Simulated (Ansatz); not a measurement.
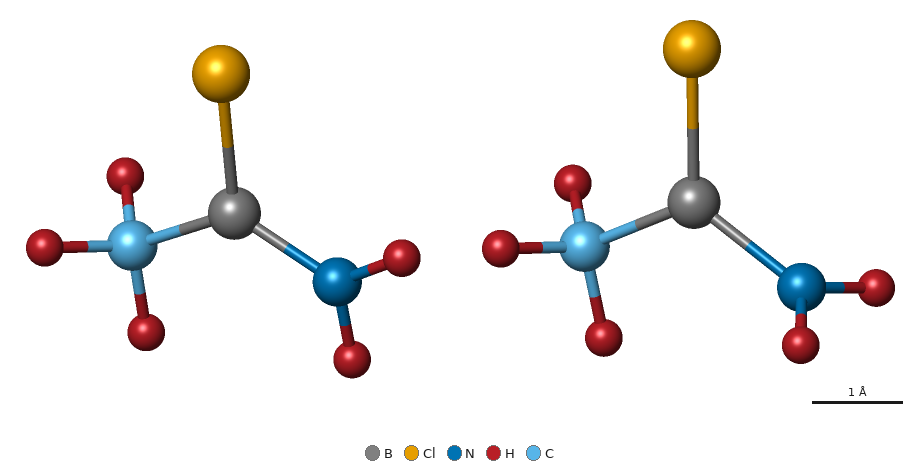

Two geometries of CH5BClN, drawn at one scale. One is the start of a relaxation, the other its converged end. The picture is a ball-and-stick view, seen at a tilt.

Level of theory: RKS PBE0-D4/6-31G (Ansatz). Set-up: no spin polarisation; force threshold 0.02 eV/Å; at most 40 steps.

**Which of the two is the end point?**

The left one is the relaxed one. The run prepares the start of a later molecular dynamics calculation, from a guessed geometry. After 9 accepted moves (10 points after the start) the energy has fallen by 37.8 kcal/mol. The largest force component goes from 2.1 to 0.018 eV/Å. The line search rejected the trial step at point 9 of the run. The largest move after the best rigid fit is that of an H atom, 1.19 Å. By element the largest moves are H 1.19 Å, Cl 0.42 Å, B 0.13 Å, C 0.09 Å, N 0.09 Å. Near-neighbour distances that change, for instance: B–N 1.550 → 1.392 Å, H–N 1.060 → 1.008 Å, B–C 1.600 → 1.561 Å, B–Cl 1.860 → 1.842 Å. Bond angles that change, for instance: N–B–C 120.0° → 125.1°, H–N–H 120.0° → 115.3°, Cl–B–N 120.0° → 116.3°. Groups turn about B–N by about 90°.

Limits of the set-up: the basis has no polarisation functions, which atoms past neon need.
